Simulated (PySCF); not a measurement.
# CH5F2NSi: NMR shifts at several levels of theory

How much do the NMR shifts of CH5F2NSi (`CN[SiH](F)F`) depend on the level of theory, and what does each level cost?

Programs: PySCF 2.14.0, with density-fitted response routines of our own. Each step states its level of theory. These are calculated values for one molecule in the gas phase, unless marked as measured. Atoms count from 0, in the outputs and in this text.

**1. Starting geometry**

10 atoms, charge 0, multiplicity 1; geometry from: PBE0-D3(BJ)/def2-SVP.

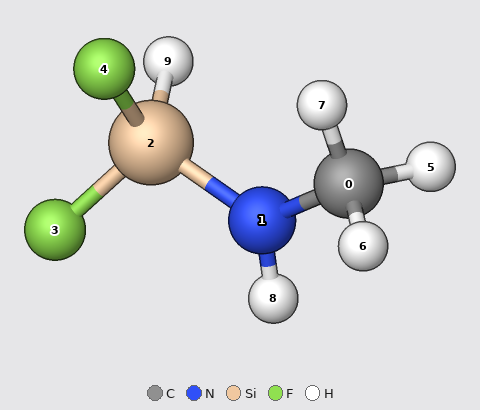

The starting geometry (carbon grey, nitrogen blue, silicon light orange, fluorine green, hydrogen white), atoms numbered.

**2. NMR shieldings: HF/pcSseg-2**

What the job is given:

```
{"job": {"kind": "nmr", "xc": "HF", "basis": "pcSseg-2", "pop": false}, "charge": 0, "multiplicity": 1}
C      1.338615     0.336003    -0.369423
N      0.304455    -0.158162     0.510542
Si    -1.341708    -0.314089     0.133381
F     -2.153784    -0.320695     1.527343
F     -1.783177     0.962986    -0.751051
H      2.003889    -0.460108    -0.750508
H      1.967823     1.091235     0.130202
H      0.881696     0.831516    -1.238554
H      0.624102    -0.494305     1.411626
H     -1.794446    -1.499855    -0.624767
```

Method: GIAO HF/pcSseg-2 NMR shielding, non-relativistic, gas phase.

On the command line:

```console
$ OMP_NUM_THREADS=1 python probes_run.py task.json out
```

One launch serves the whole session: the jobs run in the order shown.

The log of the run:

```text
final grid: 84200 points
cycle   1  E = -583.2457406588  dE =  3.506e-01  |g| = 6.865e-01  |ddm| = 2.182e+00
cycle   2  E = -583.3192463209  dE = -7.351e-02  |g| = 4.096e-01  |ddm| = 4.953e-01
cycle   3  E = -583.3421868950  dE = -2.294e-02  |g| = 5.455e-02  |ddm| = 1.673e-01
cycle   4  E = -583.3430606837  dE = -8.738e-04  |g| = 1.204e-02  |ddm| = 5.936e-02
cycle   5  E = -583.3431009065  dE = -4.022e-05  |g| = 3.152e-03  |ddm| = 1.203e-02
cycle   6  E = -583.3431037247  dE = -2.818e-06  |g| = 9.675e-04  |ddm| = 3.352e-03
cycle   7  E = -583.3431040758  dE = -3.510e-07  |g| = 2.869e-04  |ddm| = 1.249e-03
cycle   8  E = -583.3431041132  dE = -3.746e-08  |g| = 8.496e-05  |ddm| = 4.405e-04
cycle   9  E = -583.3431041171  dE = -3.875e-09  |g| = 2.409e-05  |ddm| = 1.459e-04
cycle  10  E = -583.3431041174  dE = -3.023e-10  |g| = 5.820e-06  |ddm| = 3.946e-05
converged SCF energy = -583.3431041174

GIAO shielding tensors (ppm)
atom      isotropic    diamagn.    paramagn.     s11        s22        s33       span
  0 C      165.270     232.813     -67.542    144.588    160.140    191.082     46.494
  1 N      247.154     321.634     -74.479    224.761    232.780    283.922     59.161
  2 Si     442.171     871.382    -429.211    411.172    432.042    483.299     72.127
  3 F      354.480     467.775    -113.295    309.611    335.481    418.346    108.736
  4 F      353.084     469.051    -115.967    311.264    329.232    418.756    107.492
  5 H       29.199      28.303       0.896     23.896     27.063     36.638     12.743
  6 H       29.099      28.180       0.919     24.035     26.983     36.279     12.244
  7 H       29.057      29.469      -0.412     24.135     28.715     34.322     10.187
  8 H       30.791      32.648      -1.856     22.065     29.018     41.291     19.225
  9 H       27.299      28.436      -1.136     24.138     24.611     33.149      9.010
```

It took 18 s on 1 thread of Intel Xeon Platinum 8259CL at 2.50GHz, shared host; peak memory 0.93 GiB.

The references, computed at this level on geometries of the same kind, shield at (ppm): ¹H TMS 31.68, ¹³C TMS 191.5, ²⁹Si TMS 383.0, ¹⁹F CFCl3 245.3, ¹⁵N NH3 260.7. Their shielding less the atom's gives the shift. The references are single molecules in the gas phase, so shifts against H2O, NH3, PH3, H3PO4 or CFCl3 are not on the usual liquid scales and can be off by tens of ppm. Atoms listed in one row are averaged.

```
     atoms                              environment  σ (ppm)  δ (ppm)
        C0                methyl carbon bonded to N    165.3     26.2
        H9   hydrogen on a silicon bonded to 2 F, N    27.30     4.38
H5, H6, H7  hydrogen on a methyl carbon bonded to N    29.12     2.56
        H8   hydrogen on a nitrogen bonded to C, Si    30.79     0.89
        N1              nitrogen bonded to C, Si, H    247.2     13.6
       Si2              silicon bonded to 2 F, N, H    442.2    -59.2
    F3, F4                    fluorine bonded to Si    353.8   -108.5
```

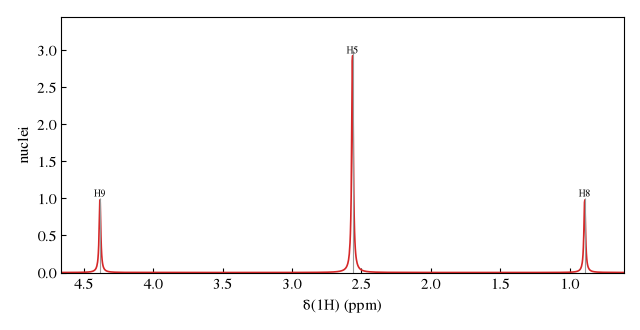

¹H lines at the computed shifts, without couplings. Lines are broadened to a width of 0.01 ppm (Lorentzian).

**3. Shielding tensors: LDA/pcSseg-2**

The job, as its differences from that of step 2:

```diff
@@ -1,2 +1,2 @@
-{"job": {"kind": "nmr", "xc": "HF", "basis": "pcSseg-2", "pop": false}, "charge": 0, "multiplicity": 1}
+{"job": {"kind": "nmr", "xc": "LDA", "basis": "pcSseg-2", "pop": false}, "charge": 0, "multiplicity": 1}
 C      1.338615     0.336003    -0.369423
```

Method: GIAO LDA/pcSseg-2 NMR shielding, non-relativistic, gas phase.

The log of the run:

```text
coarse grid: 9048 points
cycle   1  E = -581.9876689877  dE =  3.491e-01  |g| = 8.746e-01  |ddm| = 2.328e+00
cycle   2  E = -581.5729581755  dE =  4.147e-01  |g| = 1.817e+00  |ddm| = 1.420e+00
cycle   3  E = -582.1144465674  dE = -5.415e-01  |g| = 1.170e-01  |ddm| = 1.036e+00
cycle   4  E = -582.1163692946  dE = -1.923e-03  |g| = 6.395e-02  |ddm| = 9.677e-02
cycle   5  E = -582.1171314051  dE = -7.621e-04  |g| = 1.909e-02  |ddm| = 4.532e-02
cycle   6  E = -582.1171960438  dE = -6.464e-05  |g| = 8.629e-03  |ddm| = 1.467e-02
cycle   7  E = -582.1172103830  dE = -1.434e-05  |g| = 1.105e-03  |ddm| = 4.165e-03
cycle   8  E = -582.1172105873  dE = -2.043e-07  |g| = 3.314e-04  |ddm| = 7.964e-04
final grid: 84200 points
cycle   9  E = -582.1091269591  dE = -7.083e-05  |g| = 4.012e-03  |ddm| = 2.255e-02
cycle  10  E = -582.1091214843  dE =  5.475e-06  |g| = 6.236e-03  |ddm| = 5.603e-03
cycle  11  E = -582.1091299379  dE = -8.454e-06  |g| = 1.015e-03  |ddm| = 4.049e-03
cycle  12  E = -582.1091300908  dE = -1.529e-07  |g| = 4.120e-04  |ddm| = 6.904e-04
cycle  13  E = -582.1091301222  dE = -3.142e-08  |g| = 6.323e-05  |ddm| = 1.951e-04
cycle  14  E = -582.1091301228  dE = -5.186e-10  |g| = 3.053e-05  |ddm| = 4.914e-05
converged SCF energy = -582.1091301228

GIAO shielding tensors (ppm)
atom      isotropic    diamagn.    paramagn.     s11        s22        s33       span
  0 C      153.206     238.337     -85.131    124.951    147.894    186.774     61.823
  1 N      220.570     320.102     -99.531    194.493    199.168    268.050     73.557
  2 Si     346.882     875.918    -529.037    332.236    336.774    371.634     39.398
  3 F      294.691     466.236    -171.545    234.200    274.164    375.709    141.509
  4 F      291.045     467.420    -176.375    232.272    264.031    376.832    144.559
  5 H       28.058      28.012       0.045     22.636     26.046     35.491     12.855
  6 H       28.013      28.086      -0.073     22.930     26.105     35.005     12.075
  7 H       27.909      29.177      -1.268     23.419     27.517     32.791      9.372
  8 H       29.615      32.099      -2.484     21.756     28.551     38.538     16.782
  9 H       25.189      27.567      -2.378     22.097     22.741     30.729      8.632
```

It took 38 s on 1 thread of Intel Xeon Platinum 8259CL at 2.50GHz, shared host; peak memory 0.76 GiB.

In short: δ C0 27.1, N1 46.1, Si2 -43.8, F3 -154.6, H9 5.58, H5 2.78 ppm (means over like atoms).

**4. Nuclear shieldings: PBE/pcSseg-2**

The job, as its differences from that of step 3:

```diff
@@ -1,2 +1,2 @@
-{"job": {"kind": "nmr", "xc": "LDA", "basis": "pcSseg-2", "pop": false}, "charge": 0, "multiplicity": 1}
+{"job": {"kind": "nmr", "xc": "PBE", "basis": "pcSseg-2", "pop": false}, "charge": 0, "multiplicity": 1}
 C      1.338615     0.336003    -0.369423
```

Level: GIAO PBE/pcSseg-2 NMR shielding, non-relativistic, gas phase.

The log of the run:

```text
coarse grid: 9048 points
cycle   1  E = -584.7514439918  dE =  3.619e-01  |g| = 9.034e-01  |ddm| = 2.271e+00
cycle   2  E = -584.3292091281  dE =  4.222e-01  |g| = 1.842e+00  |ddm| = 1.444e+00
cycle   3  E = -584.8854032608  dE = -5.562e-01  |g| = 1.141e-01  |ddm| = 1.053e+00
cycle   4  E = -584.8871706488  dE = -1.767e-03  |g| = 6.876e-02  |ddm| = 1.035e-01
cycle   5  E = -584.8880739524  dE = -9.033e-04  |g| = 1.896e-02  |ddm| = 4.888e-02
cycle   6  E = -584.8881417114  dE = -6.776e-05  |g| = 7.757e-03  |ddm| = 1.483e-02
cycle   7  E = -584.8881537652  dE = -1.205e-05  |g| = 1.025e-03  |ddm| = 3.954e-03
cycle   8  E = -584.8881539454  dE = -1.801e-07  |g| = 2.904e-04  |ddm| = 7.703e-04
final grid: 84200 points
cycle   9  E = -584.8907594461  dE = -9.824e-05  |g| = 9.773e-03  |ddm| = 2.830e-02
cycle  10  E = -584.8907125871  dE =  4.686e-05  |g| = 1.710e-02  |ddm| = 1.608e-02
cycle  11  E = -584.8907800161  dE = -6.743e-05  |g| = 2.010e-03  |ddm| = 1.130e-02
cycle  12  E = -584.8907807268  dE = -7.107e-07  |g| = 6.036e-04  |ddm| = 1.244e-03
cycle  13  E = -584.8907807929  dE = -6.614e-08  |g| = 1.262e-04  |ddm| = 3.082e-04
cycle  14  E = -584.8907807949  dE = -1.971e-09  |g| = 6.302e-05  |ddm| = 8.941e-05
cycle  15  E = -584.8907807955  dE = -6.062e-10  |g| = 1.005e-05  |ddm| = 3.137e-05
converged SCF energy = -584.8907807955

GIAO shielding tensors (ppm)
atom      isotropic    diamagn.    paramagn.     s11        s22        s33       span
  0 C      150.540     238.124     -87.584    123.458    144.871    183.292     59.834
  1 N      220.047     319.521     -99.474    195.948    200.948    263.244     67.295
  2 Si     372.305     875.543    -503.238    359.152    362.387    395.374     36.222
  3 F      303.595     466.970    -163.375    245.778    281.643    383.363    137.585
  4 F      300.594     468.290    -167.696    244.569    273.044    384.169    139.599
  5 H       28.440      28.306       0.134     23.173     26.452     35.695     12.522
  6 H       28.413      28.331       0.082     23.468     26.522     35.248     11.779
  7 H       28.351      29.713      -1.361     23.968     27.922     33.165      9.197
  8 H       30.153      32.424      -2.271     22.387     29.195     38.878     16.491
  9 H       25.841      28.261      -2.420     22.764     23.386     31.374      8.610
```

It took 47 s on 1 thread of Intel Xeon Platinum 8259CL at 2.50GHz, shared host; peak memory 0.78 GiB.

In short: δ C0 28.9, N1 41.0, Si2 -48.9, F3 -159.2, H9 5.34, H5 2.78 ppm (means over like atoms).

**5. NMR shieldings: BLYP/pcSseg-2**

The job, as its differences from that of step 4:

```diff
@@ -1,2 +1,2 @@
-{"job": {"kind": "nmr", "xc": "PBE", "basis": "pcSseg-2", "pop": false}, "charge": 0, "multiplicity": 1}
+{"job": {"kind": "nmr", "xc": "BLYP", "basis": "pcSseg-2", "pop": false}, "charge": 0, "multiplicity": 1}
 C      1.338615     0.336003    -0.369423
```

Level: GIAO BLYP/pcSseg-2 NMR shielding, non-relativistic, gas phase.

The log of the run:

```text
coarse grid: 9048 points
cycle   1  E = -585.1423311957  dE =  3.726e-01  |g| = 9.794e-01  |ddm| = 2.262e+00
cycle   2  E = -584.6135107369  dE =  5.288e-01  |g| = 2.044e+00  |ddm| = 1.599e+00
cycle   3  E = -585.2977653611  dE = -6.843e-01  |g| = 1.242e-01  |ddm| = 1.190e+00
cycle   4  E = -585.2997002687  dE = -1.935e-03  |g| = 7.956e-02  |ddm| = 1.159e-01
cycle   5  E = -585.3009060786  dE = -1.206e-03  |g| = 2.206e-02  |ddm| = 5.690e-02
cycle   6  E = -585.3009989400  dE = -9.286e-05  |g| = 8.708e-03  |ddm| = 1.727e-02
cycle   7  E = -585.3010142656  dE = -1.533e-05  |g| = 1.089e-03  |ddm| = 4.418e-03
cycle   8  E = -585.3010144651  dE = -1.995e-07  |g| = 2.507e-04  |ddm| = 7.809e-04
final grid: 84200 points
cycle   9  E = -585.3015782502  dE = -7.978e-05  |g| = 7.256e-03  |ddm| = 2.741e-02
cycle  10  E = -585.3015535534  dE =  2.470e-05  |g| = 1.268e-02  |ddm| = 1.157e-02
cycle  11  E = -585.3015889564  dE = -3.540e-05  |g| = 1.822e-03  |ddm| = 8.185e-03
cycle  12  E = -585.3015895046  dE = -5.482e-07  |g| = 5.168e-04  |ddm| = 1.103e-03
cycle  13  E = -585.3015895574  dE = -5.275e-08  |g| = 1.004e-04  |ddm| = 2.926e-04
cycle  14  E = -585.3015895589  dE = -1.587e-09  |g| = 3.905e-05  |ddm| = 9.128e-05
cycle  15  E = -585.3015895591  dE = -2.099e-10  |g| = 1.660e-05  |ddm| = 2.565e-05
converged SCF energy = -585.3015895591

GIAO shielding tensors (ppm)
atom      isotropic    diamagn.    paramagn.     s11        s22        s33       span
  0 C      145.669     235.558     -89.889    118.540    139.749    178.718     60.178
  1 N      215.484     318.390    -102.906    190.802    197.412    258.237     67.435
  2 Si     368.431     874.832    -506.401    354.416    358.374    392.504     38.089
  3 F      305.656     467.706    -162.050    248.398    282.489    386.082    137.683
  4 F      302.803     469.008    -166.205    246.991    274.940    386.478    139.487
  5 H       28.565      28.515       0.050     23.395     26.642     35.657     12.262
  6 H       28.543      28.583      -0.040     23.697     26.718     35.215     11.518
  7 H       28.513      29.658      -1.145     24.257     28.046     33.237      8.980
  8 H       30.385      32.688      -2.303     22.775     29.638     38.741     15.966
  9 H       26.140      28.397      -2.257     23.076     23.698     31.646      8.570
```

It took 53 s on 1 thread of Intel Xeon Platinum 8259CL at 2.50GHz, shared host; peak memory 0.78 GiB.

In short: δ C0 29.3, N1 42.1, Si2 -58.8, F3 -161.1, H9 5.24, H5 2.84 ppm (means over like atoms).

**6. Nuclear shieldings: BP86/pcSseg-2**

The job, as its differences from that of step 5:

```diff
@@ -1,2 +1,2 @@
-{"job": {"kind": "nmr", "xc": "BLYP", "basis": "pcSseg-2", "pop": false}, "charge": 0, "multiplicity": 1}
+{"job": {"kind": "nmr", "xc": "BP86", "basis": "pcSseg-2", "pop": false}, "charge": 0, "multiplicity": 1}
 C      1.338615     0.336003    -0.369423
```

With the program's defaults for keys left out, this is: GIAO BP86/pcSseg-2 NMR shielding, non-relativistic, gas phase.

The log of the run:

```text
coarse grid: 9048 points
cycle   1  E = -585.2386745162  dE =  3.621e-01  |g| = 9.114e-01  |ddm| = 2.267e+00
cycle   2  E = -584.8197232636  dE =  4.190e-01  |g| = 1.850e+00  |ddm| = 1.411e+00
cycle   3  E = -585.3735866205  dE = -5.539e-01  |g| = 1.149e-01  |ddm| = 1.030e+00
cycle   4  E = -585.3753799812  dE = -1.793e-03  |g| = 6.935e-02  |ddm| = 1.013e-01
cycle   5  E = -585.3762911456  dE = -9.112e-04  |g| = 1.892e-02  |ddm| = 4.832e-02
cycle   6  E = -585.3763590361  dE = -6.789e-05  |g| = 7.556e-03  |ddm| = 1.451e-02
cycle   7  E = -585.3763704213  dE = -1.139e-05  |g| = 1.187e-03  |ddm| = 3.816e-03
cycle   8  E = -585.3763706523  dE = -2.310e-07  |g| = 2.987e-04  |ddm| = 8.080e-04
final grid: 84200 points
cycle   9  E = -585.3768471964  dE = -8.862e-05  |g| = 7.867e-03  |ddm| = 2.642e-02
cycle  10  E = -585.3768260958  dE =  2.110e-05  |g| = 1.340e-02  |ddm| = 9.962e-03
cycle  11  E = -585.3768570581  dE = -3.096e-05  |g| = 1.228e-03  |ddm| = 6.846e-03
cycle  12  E = -585.3768572511  dE = -1.930e-07  |g| = 4.646e-04  |ddm| = 7.476e-04
cycle  13  E = -585.3768572760  dE = -2.489e-08  |g| = 8.484e-05  |ddm| = 2.765e-04
cycle  14  E = -585.3768572769  dE = -8.429e-10  |g| = 4.379e-05  |ddm| = 6.439e-05
cycle  15  E = -585.3768572772  dE = -3.391e-10  |g| = 1.003e-05  |ddm| = 2.622e-05
converged SCF energy = -585.3768572772

GIAO shielding tensors (ppm)
atom      isotropic    diamagn.    paramagn.     s11        s22        s33       span
  0 C      150.038     237.905     -87.867    123.234    144.539    182.341     59.107
  1 N      220.374     319.764     -99.390    196.244    201.309    263.569     67.325
  2 Si     372.433     875.578    -503.145    359.238    362.220    395.842     36.604
  3 F      304.959     466.716    -161.757    247.852    283.224    383.802    135.951
  4 F      301.756     467.999    -166.244    246.923    274.109    384.235    137.311
  5 H       28.505      28.368       0.137     23.273     26.517     35.726     12.453
  6 H       28.483      28.392       0.091     23.564     26.589     35.294     11.730
  7 H       28.415      29.726      -1.311     24.031     27.984     33.228      9.197
  8 H       30.233      32.512      -2.279     22.490     29.258     38.953     16.463
  9 H       25.909      28.288      -2.379     22.831     23.455     31.441      8.609
```

Run time: 50 s. Hardware: 1 thread of Intel Xeon Platinum 8259CL at 2.50GHz, shared host; peak memory 0.78 GiB.

This run: δ C0 29.1, N1 38.9, Si2 -50.4, F3 -159.4, H9 5.33, H5 2.77 ppm (means over like atoms).

**7. Shielding tensors: OPBE/pcSseg-2**

The job, as its differences from that of step 6:

```diff
@@ -1,2 +1,2 @@
-{"job": {"kind": "nmr", "xc": "BP86", "basis": "pcSseg-2", "pop": false}, "charge": 0, "multiplicity": 1}
+{"job": {"kind": "nmr", "xc": "OPBE", "basis": "pcSseg-2", "pop": false}, "charge": 0, "multiplicity": 1}
 C      1.338615     0.336003    -0.369423
```

Level: GIAO OPBE/pcSseg-2 NMR shielding, non-relativistic, gas phase.

The log of the run:

```text
coarse grid: 9048 points
cycle   1  E = -585.0124169793  dE =  3.424e-01  |g| = 8.885e-01  |ddm| = 2.294e+00
cycle   2  E = -584.6583917395  dE =  3.540e-01  |g| = 1.716e+00  |ddm| = 1.370e+00
cycle   3  E = -585.1422946697  dE = -4.839e-01  |g| = 1.034e-01  |ddm| = 9.747e-01
cycle   4  E = -585.1436878839  dE = -1.393e-03  |g| = 6.890e-02  |ddm| = 1.044e-01
cycle   5  E = -585.1446265513  dE = -9.387e-04  |g| = 1.727e-02  |ddm| = 4.840e-02
cycle   6  E = -585.1446870766  dE = -6.053e-05  |g| = 6.316e-03  |ddm| = 1.419e-02
cycle   7  E = -585.1446950111  dE = -7.934e-06  |g| = 1.414e-03  |ddm| = 3.737e-03
final grid: 84200 points
cycle   8  E = -585.1427765581  dE = -2.010e-04  |g| = 2.675e-02  |ddm| = 4.877e-02
cycle   9  E = -585.1425558053  dE =  2.208e-04  |g| = 4.606e-02  |ddm| = 2.971e-02
cycle  10  E = -585.1428776520  dE = -3.218e-04  |g| = 3.032e-03  |ddm| = 2.021e-02
cycle  11  E = -585.1428786679  dE = -1.016e-06  |g| = 1.356e-03  |ddm| = 2.159e-03
cycle  12  E = -585.1428790994  dE = -4.315e-07  |g| = 2.322e-04  |ddm| = 9.610e-04
cycle  13  E = -585.1428791069  dE = -7.500e-09  |g| = 1.217e-04  |ddm| = 1.814e-04
cycle  14  E = -585.1428791099  dE = -3.056e-09  |g| = 1.296e-05  |ddm| = 6.475e-05
cycle  15  E = -585.1428791100  dE = -3.399e-11  |g| = 3.958e-06  |ddm| = 1.373e-05
converged SCF energy = -585.1428791100

GIAO shielding tensors (ppm)
atom      isotropic    diamagn.    paramagn.     s11        s22        s33       span
  0 C      155.033     241.985     -86.952    128.858    149.385    186.857     57.999
  1 N      227.175     320.754     -93.580    203.315    211.341    266.869     63.554
  2 Si     398.609     876.449    -477.840    386.305    389.010    420.512     34.207
  3 F      314.313     467.107    -152.794    259.254    293.315    390.371    131.117
  4 F      312.051     468.641    -156.590    259.195    285.384    391.574    132.379
  5 H       28.546      28.220       0.326     23.294     26.479     35.864     12.570
  6 H       28.520      28.138       0.382     23.559     26.544     35.457     11.898
  7 H       28.442      30.083      -1.641     23.955     28.022     33.350      9.395
  8 H       30.213      32.239      -2.026     22.222     29.021     39.395     17.173
  9 H       26.012      28.666      -2.654     22.938     23.534     31.565      8.627
```

Run time: 49 s. Hardware: 1 thread of Intel Xeon Platinum 8259CL at 2.50GHz, shared host; peak memory 0.78 GiB.

Key values: δ C0 29.4, N1 35.6, Si2 -43.1, F3 -158.0, H9 5.19, H5 2.70 ppm (means over like atoms).

**8. NMR shieldings: KT2/pcSseg-2**

The job, as its differences from that of step 7:

```diff
@@ -1,2 +1,2 @@
-{"job": {"kind": "nmr", "xc": "OPBE", "basis": "pcSseg-2", "pop": false}, "charge": 0, "multiplicity": 1}
+{"job": {"kind": "nmr", "xc": "KT2", "basis": "pcSseg-2", "pop": false}, "charge": 0, "multiplicity": 1}
 C      1.338615     0.336003    -0.369423
```

With the program's defaults for keys left out, this is: GIAO KT2/pcSseg-2 NMR shielding, non-relativistic, gas phase.

The log of the run:

```text
coarse grid: 9048 points
cycle   1  E = -591.7954224546  dE =  4.139e-01  |g| = 1.031e+00  |ddm| = 2.202e+00
cycle   2  E = -591.2160315104  dE =  5.794e-01  |g| = 2.138e+00  |ddm| = 1.650e+00
cycle   3  E = -591.9647749854  dE = -7.487e-01  |g| = 1.470e-01  |ddm| = 1.245e+00
cycle   4  E = -591.9671822042  dE = -2.407e-03  |g| = 1.070e-01  |ddm| = 1.523e-01
cycle   5  E = -591.9695275082  dE = -2.345e-03  |g| = 2.121e-02  |ddm| = 7.328e-02
cycle   6  E = -591.9696191809  dE = -9.167e-05  |g| = 7.492e-03  |ddm| = 1.767e-02
cycle   7  E = -591.9696306395  dE = -1.146e-05  |g| = 1.722e-03  |ddm| = 4.604e-03
cycle   8  E = -591.9696311847  dE = -5.451e-07  |g| = 4.978e-04  |ddm| = 1.413e-03
final grid: 84200 points
cycle   9  E = -591.9813974108  dE = -2.858e-04  |g| = 2.959e-02  |ddm| = 7.489e-02
cycle  10  E = -591.9810494136  dE =  3.480e-04  |g| = 5.455e-02  |ddm| = 3.564e-02
cycle  11  E = -591.9815134038  dE = -4.640e-04  |g| = 4.471e-03  |ddm| = 2.585e-02
cycle  12  E = -591.9815160071  dE = -2.603e-06  |g| = 1.408e-03  |ddm| = 2.947e-03
cycle  13  E = -591.9815163974  dE = -3.903e-07  |g| = 3.100e-04  |ddm| = 9.485e-04
cycle  14  E = -591.9815164138  dE = -1.641e-08  |g| = 1.197e-04  |ddm| = 2.739e-04
cycle  15  E = -591.9815164172  dE = -3.391e-09  |g| = 2.211e-05  |ddm| = 9.327e-05
cycle  16  E = -591.9815164173  dE = -1.089e-10  |g| = 4.271e-06  |ddm| = 1.776e-05
converged SCF energy = -591.9815164173

GIAO shielding tensors (ppm)
atom      isotropic    diamagn.    paramagn.     s11        s22        s33       span
  0 C      153.034     237.132     -84.098    126.110    147.151    185.840     59.729
  1 N      221.190     319.680     -98.490    197.890    202.454    263.228     65.338
  2 Si     396.495     877.781    -481.286    384.476    387.375    417.635     33.160
  3 F      302.948     467.694    -164.747    244.502    280.216    384.125    139.623
  4 F      299.650     469.031    -169.381    243.870    270.486    384.593    140.722
  5 H       28.401      28.147       0.254     23.105     26.402     35.696     12.591
  6 H       28.375      28.121       0.254     23.414     26.475     35.235     11.821
  7 H       28.319      29.881      -1.562     23.933     27.839     33.185      9.252
  8 H       30.090      32.497      -2.406     22.342     29.094     38.835     16.493
  9 H       25.852      28.074      -2.222     22.751     23.403     31.402      8.651
```

Run time: 57 s. Hardware: 1 thread of Intel Xeon Platinum 8259CL at 2.50GHz, shared host; peak memory 0.78 GiB.

Key values: δ C0 29.2, N1 38.9, Si2 -45.5, F3 -165.0, H9 5.33, H5 2.81 ppm (means over like atoms).

[end of part 1 of 2]
